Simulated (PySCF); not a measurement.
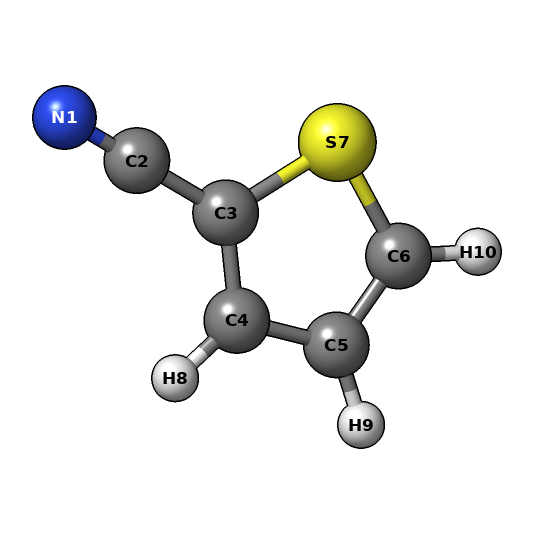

Computed geometry: PBE0-D3(BJ)/def2-TZVP optimisation. No frequency run is at hand to confirm it as a minimum. Method: GIAO ωB97X-D/pcSseg-2 NMR shielding, non-relativistic, gas phase (PySCF 2.14.0), and the same with a continuum solvent (IEF-PCM, Bondi radii x 1.2, gas-phase geometry).

How do dipole (D), HOMO–LUMO gap (eV), σ(N1) (ppm), σ(C3) (ppm), σ(C6) (ppm) change in chloroform (ε = 4.7)?

| medium | dipole (D) | HOMO–LUMO gap (eV) | σ(N1) (ppm) | σ(C3) (ppm) | σ(C6) (ppm) |
| --- | --- | --- | --- | --- | --- |
| gas phase | 4.85 | 9.14 | −58.8 | 60.1 | 40.3 |
| chloroform | 6.07 | 9.14 | −39.4 | 64.3 | 36.2 |
